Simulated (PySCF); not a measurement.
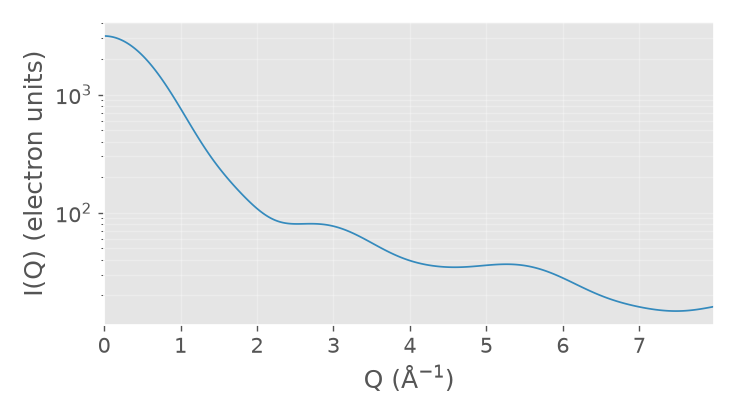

Elastic X-ray scattering of a randomly oriented, rigid molecule, calculated with the Debye equation from neutral-atom form factors (independent atoms, no Compton part, no vibration). The geometry is the end point of an optimisation (PySCF, PBE0-D3(BJ)/def2-SVP geometry optimisation, gas phase); it may be a saddle point or a higher isomer. It contains O, C, H.

Question: How many electrons does the independent-atom model of the molecule hold?

Answer: I(0) is the square of the electron number: I(0) = 3140, so about 56 electrons, the count of C6H12O.

Question: What radius of gyration does the initial fall-off give?

Answer: From I(Q) ≈ I(0) exp(−Q²R²/3) at small Q, R ≈ 2.14 Å. It is larger than the electron-weighted radius of the nuclear positions alone (1.99 Å), because each atom's electron cloud adds to it.
